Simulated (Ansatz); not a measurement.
SiO2 (space group P6_422)

```yaml
crystal:
  lattice:
    - [5.05941, 0.00000, 0.00000]
    - [-2.52970, 4.38158, 0.00000]
    - [0.00000, 0.00000, 5.54082]
  atoms:
    - { symbol: Si, position: [0.00000, 0.50000, 0.33333] }
    - { symbol: Si, position: [0.50000, 0.00000, 0.00000] }
    - { symbol: Si, position: [0.50000, 0.50000, 0.66667] }
    - { symbol: O, position: [0.58350, 0.79175, 0.83333] }
    - { symbol: O, position: [0.79175, 0.58350, 0.50000] }
    - { symbol: O, position: [0.20825, 0.79175, 0.16667] }
    - { symbol: O, position: [0.41650, 0.20825, 0.83333] }
    - { symbol: O, position: [0.20825, 0.41650, 0.50000] }
    - { symbol: O, position: [0.79175, 0.20825, 0.16667] }
```

Equation-of-state scan: isotropic scaling of the cell above, V₀ being its volume. The atoms relax within the cell's symmetry.

Level of theory: r2SCAN (plane waves to 500 eV, PAW, scalar-relativistic; Ansatz, a program for electronic structure). k mesh 8×8×6 (Γ-centred), Fermi-Dirac smearing 0.05 eV. E stands for the smeared free energy. With the shape held, the modulus is that of even scaling; a crystal free to change shape is softer. SiO2 was relaxed with its symmetry unable to fall. The zero of ΔE is the relaxed starting cell.

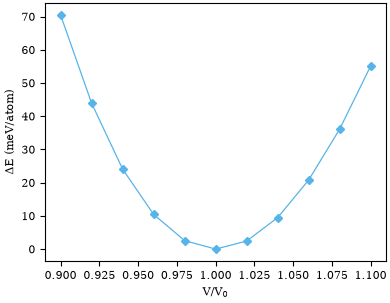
Figure. ΔE (meV/atom) against V/V₀; one marker a computed point.

Q: What is ΔE at V/V₀ = 0.900?

A: About 70 meV/atom.

Q: What is ΔE at V/V₀ = 1.100?

A: About 55 meV/atom.

Q: What bulk modulus at fixed cell shape B₀ follows from a third-order Birch-Murnaghan fit?

A: About 150 GPa.

(Under strain, the slope of the energy per volume gives the stress and its curvature an elastic modulus.)
